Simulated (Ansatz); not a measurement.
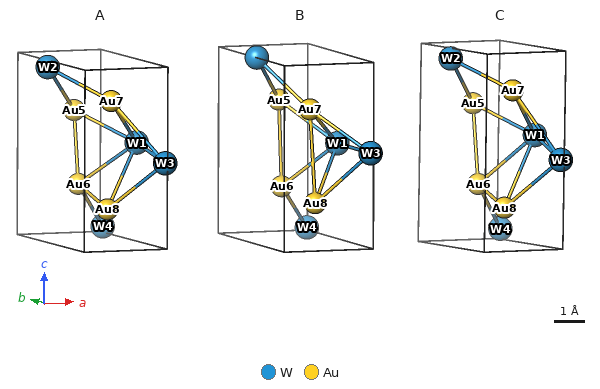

3 geometries from one relaxation of crystalline WAu (built on the caesium chloride_221 type) (coarse preliminary run), in shuffled order. The picture is a ball-and-stick view of the cell of the calculation, seen slightly off an axis.

The calculation used DFT PBE, scalar-relativistic, plane waves, PAW (Ansatz). (plane-wave cutoff 420 eV; k-point mesh 8 × 4 × 4; occupations gaussian; smearing width 0.1 eV; no spin polarisation; cell and atoms relaxed; force threshold 0.015 eV/Å; at most 120 steps)

**Put them in the order of the run, from the start to the converged end.**

B, A, C. They are steps 0, 3, 9, at +494 meV per atom, +165 meV per atom relative to the last. Au7 moves most relative to the cell: 0.61 Å along [1 −2 3]. By element the largest moves are Au 0.61 Å, W 0.58 Å. The volume changes by −2.2 %, with a 3.218 → 2.847 Å (−11.5 %), b 6.598 → 6.857 Å (+3.9 %), c 6.414 → 6.855 Å (+6.9 %), α 90.3° → 95.4°, γ 91.3° → 90.0°. Among the contacts that change: Au6–Au8 3.075 → 4.213 Å, W3–W4 3.226 → 4.267 Å, Au7–Au8 3.222 → 4.212 Å, Au6–Au8 (another image) 3.540 → 2.778 Å. Bonds break: W3–W4 (3.23 → 4.27 Å). The space group (tolerance 0.01 Å) goes from P1 (No. 1) to Pmma (No. 51). Over 8 accepted moves (9 points after the start) the energy falls by 494 meV per atom. Largest force component: 2 eV/Å at the start, 0.0022 eV/Å at the end. Pressure: 2.78 GPa at the start and 0.06 GPa at the end. The SCF was repeated once at an unchanged geometry on a basis and grid sized afresh for the cell, which shifted the energy by 0.3 meV per atom at most.
